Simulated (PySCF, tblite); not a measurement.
# C₆H₁₇AlO: geometry, infrared bands, NMR shifts and electronic excitations, part 2 of 2

tblite 0.8.0 and PySCF 2.14.0. Atoms count from 0. Earlier steps stand in the parts before.

**6. Excited states and response: PBE0/def2-SVPD**

What the job is given:

```
{"job": {"kind": "uv", "xc": "PBE0", "basis": "def2-SVPD", "ip": true}, "charge": 0, "multiplicity": 1}
C      2.000931    -1.622563    -0.748901
O      1.783836    -0.303144    -0.279414
C      2.354030     0.715632    -1.082740
Al     0.623837     0.095540     1.307871
C     -1.210115     0.245703     0.520326
C     -2.162538     0.551322     1.680444
C     -1.276954     1.382424    -0.499805
C     -1.632346    -1.062607    -0.148014
H      1.530711    -1.759008    -1.735997
H      1.547379    -2.305110    -0.020283
H      3.082139    -1.822244    -0.818643
H      2.144597     1.672703    -0.590203
H      1.905769     0.704585    -2.089207
H      3.443625     0.568476    -1.156894
H      1.320897     1.476816     1.748352
H      0.930112    -1.246417     2.141210
H     -2.162393    -0.250913     2.438539
H     -1.902391     1.493001     2.194161
H     -3.207851     0.657444     1.325969
H     -0.981905     2.350540    -0.061073
H     -0.620740     1.200181    -1.369299
H     -2.303311     1.506045    -0.900592
H     -1.585786    -1.918129     0.546901
H     -2.673234    -1.006250    -0.525715
H     -0.996692    -1.307874    -1.017224
```

Level: TDDFT PBE0/def2-SVPD, vertical, gas phase, core orbitals frozen in the response.

Standard output:

```text
coarse grid: 19768 points
cycle   1  E = -555.5654271737  dE =  2.917e-01  |g| = 5.480e-01  |ddm| = 9.444e+00
cycle   2  E = -555.5143181596  dE =  5.111e-02  |g| = 7.297e-01  |ddm| = 2.676e+00
cycle   3  E = -555.6426044664  dE = -1.283e-01  |g| = 7.281e-02  |ddm| = 1.684e+00
cycle   4  E = -555.6435643867  dE = -9.599e-04  |g| = 3.249e-02  |ddm| = 2.458e-01
cycle   5  E = -555.6437909357  dE = -2.265e-04  |g| = 7.434e-03  |ddm| = 7.961e-02
cycle   6  E = -555.6438020459  dE = -1.111e-05  |g| = 2.815e-03  |ddm| = 2.444e-02
cycle   7  E = -555.6438038394  dE = -1.793e-06  |g| = 3.948e-04  |ddm| = 8.099e-03
final grid: 181672 points
cycle   8  E = -555.7305322434  dE = -7.317e-05  |g| = 1.218e-02  |ddm| = 3.051e-01
cycle   9  E = -555.7305050443  dE =  2.720e-05  |g| = 1.676e-02  |ddm| = 5.215e-02
cycle  10  E = -555.7305659757  dE = -6.093e-05  |g| = 1.455e-03  |ddm| = 2.601e-02
cycle  11  E = -555.7305664583  dE = -4.826e-07  |g| = 2.361e-04  |ddm| = 3.197e-03
cycle  12  E = -555.7305664681  dE = -9.725e-09  |g| = 1.132e-04  |ddm| = 8.820e-04
cycle  13  E = -555.7305664711  dE = -3.056e-09  |g| = 2.774e-05  |ddm| = 4.092e-04
cycle  14  E = -555.7305664713  dE = -1.755e-10  |g| = 5.121e-06  |ddm| = 8.840e-05
converged SCF energy = -555.7305664713

Static polarisability (au): isotropic 112.214, principal 107.448 108.474 120.720

Singlet excitations
state   eV       nm        f      main configurations
  1   5.3325    232.5   0.01386   H->L 0.80, H->L+1 0.17
  2   5.6056    221.2   0.01650   H->L+1 0.80, H->L 0.16
  3   6.2882    197.2   0.01396   H->L+3 0.93
  4   6.3639    194.8   0.00070   H->L+2 0.96
  5   6.3970    193.8   0.00048   H->L+5 0.59, H->L+4 0.36
  6   6.5186    190.2   0.01454   H-1->L 0.67, H-1->L+1 0.28
  7   6.5731    188.6   0.11265   H->L+4 0.63, H->L+5 0.35
  8   6.8477    181.1   0.02593   H-1->L+1 0.69, H-1->L 0.29
  9   6.9431    178.6   0.07773   H->L+6 0.94
 10   7.0644    175.5   0.00701   H->L+7 0.90

Triplet excitations (Tamm-Dancoff, eV): 5.1756 5.5039 5.9941 6.1064
Vertical ionisation energy (delta-SCF) = 7.8748 eV
```

Run time: 2.2 min. Hardware: 1 thread of Arm Neoverse V2, shared host; peak memory 1.3 GiB.

Frontier orbitals and where they lie:

```tsv
orbital	eV	atoms
HOMO−3	-8.78	C5 25 %, C4 22 %, C7 13 %
HOMO−2	-8.77	C4 22 %, C6 22 %, C7 20 %
HOMO−1	-7.41	Al3 34 %, H15 27 %, H14 27 %
HOMO	-6.14	C4 37 %, Al3 18 %, C5 7 %
LUMO	0.12	C2 14 %, C0 14 %, Al3 14 %
LUMO+1	0.52	Al3 30 %, O1 8 %, H14 6 %
LUMO+2	1.02	C2 14 %, C0 13 %, H12 10 %
```

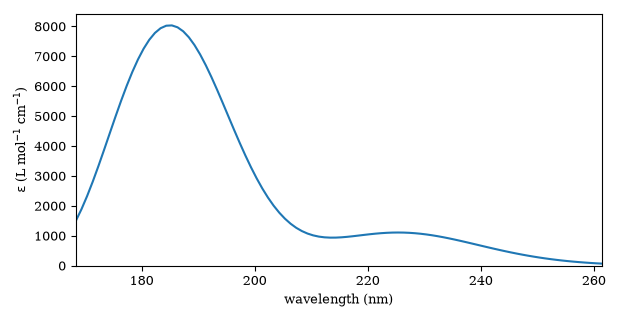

Absorption spectrum: each of the 10 states is a Gaussian band of 0.4 eV half-width at 1/e. Beyond the last state computed it falls off for lack of states.

Further results of this job:

```tsv
property	computed
dipole moment (D)	4.99
polarisability (Å³)	16.63
HOMO–LUMO gap (eV)	6.26
−ε(HOMO) (eV)	6.14
```

**7. Shielding tensors: HF/pcSseg-1**

Settings changed since step 6:

```diff
@@ -1,2 +1,2 @@
-{"job": {"kind": "uv", "xc": "PBE0", "basis": "def2-SVPD", "ip": true}, "charge": 0, "multiplicity": 1}
+{"job": {"kind": "nmr", "xc": "HF", "basis": "pcSseg-1", "pop": false}, "charge": 0, "multiplicity": 1}
 C      2.000931    -1.622563    -0.748901
```

Method: GIAO HF/pcSseg-1 NMR shielding, non-relativistic, gas phase.

Standard output:

```text
final grid: 181672 points
cycle   1  E = -553.6918774104  dE =  1.009e+00  |g| = 5.681e-01  |ddm| = 3.934e+00
cycle   2  E = -553.7910658110  dE = -9.919e-02  |g| = 2.100e-01  |ddm| = 6.494e-01
cycle   3  E = -553.8012363787  dE = -1.017e-02  |g| = 7.520e-02  |ddm| = 1.916e-01
cycle   4  E = -553.8026619991  dE = -1.426e-03  |g| = 1.782e-02  |ddm| = 8.557e-02
cycle   5  E = -553.8027320850  dE = -7.009e-05  |g| = 2.878e-03  |ddm| = 1.678e-02
cycle   6  E = -553.8027360302  dE = -3.945e-06  |g| = 5.693e-04  |ddm| = 6.672e-03
cycle   7  E = -553.8027362248  dE = -1.946e-07  |g| = 1.795e-04  |ddm| = 1.400e-03
cycle   8  E = -553.8027362439  dE = -1.919e-08  |g| = 6.469e-05  |ddm| = 4.461e-04
cycle   9  E = -553.8027362460  dE = -2.024e-09  |g| = 1.557e-05  |ddm| = 1.334e-04
cycle  10  E = -553.8027362461  dE = -1.580e-10  |g| = 5.027e-06  |ddm| = 4.829e-05
converged SCF energy = -553.8027362461

GIAO shielding tensors (ppm)
atom      isotropic    diamagn.    paramagn.     s11        s22        s33       span
  0 C      133.340     241.641    -108.301    105.989    109.221    184.812     78.823
  1 O      356.426     407.615     -51.189    333.734    350.310    385.234     51.500
  2 C      133.320     241.597    -108.277    105.912    109.168    184.881     78.969
  3 Al     433.375     794.360    -360.985    408.154    443.517    448.455     40.300
  4 C      185.306     245.907     -60.601    175.212    188.131    192.574     17.363
  5 C      166.176     244.701     -78.525    152.854    153.530    192.145     39.292
  6 C      163.008     247.968     -84.960    148.514    151.987    188.522     40.008
  7 C      163.020     247.968     -84.949    148.525    152.033    188.501     39.976
  8 H       28.473      30.102      -1.628     24.546     26.744     34.130      9.584
  9 H       27.452      29.845      -2.392     23.024     26.818     32.516      9.492
 10 H       28.476      28.348       0.128     24.383     25.641     35.404     11.022
 11 H       27.452      29.821      -2.369     23.012     26.800     32.543      9.531
 12 H       28.474      30.077      -1.603     24.550     26.722     34.150      9.599
 13 H       28.465      28.321       0.144     24.371     25.627     35.397     11.026
 14 H       28.056      32.212      -4.155     24.736     26.979     32.454      7.717
 15 H       28.055      32.206      -4.151     24.732     26.979     32.452      7.720
 16 H       30.807      30.421       0.386     26.148     28.265     38.008     11.859
 17 H       30.805      30.422       0.383     26.124     28.285     38.007     11.882
 18 H       31.140      30.426       0.715     27.362     28.491     37.568     10.205
 19 H       30.585      32.741      -2.155     26.857     27.717     37.182     10.325
 20 H       31.108      34.121      -3.013     26.056     30.302     36.965     10.909
 21 H       31.040      32.391      -1.351     27.285     28.487     37.348     10.063
 22 H       30.576      32.732      -2.156     26.801     27.765     37.162     10.361
 23 H       31.039      32.387      -1.348     27.269     28.495     37.352     10.083
 24 H       31.109      34.106      -2.997     26.108     30.266     36.952     10.844
```

Wall time 20 s (1 thread of Arm Neoverse V2, shared host); peak memory 1.1 GiB.

This run: δ C0 57.5, C5 26.8, C4 5.5, O1 -23.1, H14 3.63, H8 3.55 ppm (means over like atoms).

**8. Run by run: NMR shifts**

Shifts (ppm) of some atoms, chosen among heavy atoms and hydrogens apart, means over like atoms, with basis size and wall time:

```tsv
run	C0	C5	C4	H14	H16	O1	Al3	functions	time
PBE0/pcSseg-1	63.9	29.1	13.7	4.11	0.88	4.1	105.9	228	40 s
HF/pcSseg-1	57.5	26.8	5.5	3.63	0.77	-23.1	82.9	228	20 s
```

**9. Outcome**

This closing draws on all 2 parts.

| quantity | value |
| --- | --- |
| strongest single infrared mode (GFN2-xTB) | 691 cm⁻¹, 689 km/mol |
| zero-point energy (GFN2-xTB) | 132.0 kcal/mol |
| point group | Cs |
| rotational constants (main isotopes) | 2.42, 0.97, 0.96 GHz |
| 13C shifts against TMS (PBE0/pcSseg-1, means over atoms taken as alike) | 63.9, 29.1, 13.7 ppm |
| 1H shifts against TMS (PBE0/pcSseg-1, means over atoms taken as alike) | 4.11, 3.65, 0.88 ppm |
| 17O shifts against H2O (PBE0/pcSseg-1) | 4.1 ppm |
| 27Al shifts against AlH4- (PBE0/pcSseg-1) | 105.9 ppm |
| lowest singlet (PBE0/def2-SVPD) | 5.33 eV (233 nm), f = 0.014 |
| brightest single state of those computed | state 7, 6.57 eV, f = 0.113 |
| lowest triplet | 5.18 eV |
| vertical ionisation energy (ΔSCF) | 7.87 eV |
| range of the shift of O1 | -23.1 to 4.1 ppm |

What this shows: Over 106 steps the energy fell by 0.787 eV; of the close pairs, Al3–H15 changed most, 1.616 to 1.569 Å (GFN2-xTB). No mode is imaginary among the 69: a minimum at this level. The strongest single mode, at 691 cm⁻¹, moves mainly H14 and H15. GFN2-xTB is a fitted tight-binding method: band positions and strengths are rough. Its intensities can rank the bands wrongly. Over 10 steps the energy fell by 0.357 eV; of the close pairs, O1–Al3 changed most, 1.875 to 2.006 Å (PBE0/def2-SVP). C0, C2 (mean) (methyl carbon bonded to O) lies farthest downfield among carbon, at 63.9 ppm; deshielded by the electronegative neighbour. At PBE0/pcSseg-1: The widest tensor belongs to C0, C2: span 91 ppm, with a paramagnetic part of -125 ppm. The first singlet state (HOMO→LUMO 0.80, HOMO→LUMO+1 0.17) lies at 5.33 eV and is weak; of the 10 states computed, the strongest absorption comes from state 7 at 6.57 eV. The lowest triplet lies 0.16 eV below the lowest singlet (triplets in Tamm-Dancoff, singlets in full TDDFT). The orbital energy would give 6.14 eV for ionisation, ΔSCF gives 7.87 eV. In ppm, O1 moves most: its shift spreads over 27.2 ppm, from -23.1 (HF/pcSseg-1) to 4.1 (PBE0/pcSseg-1).
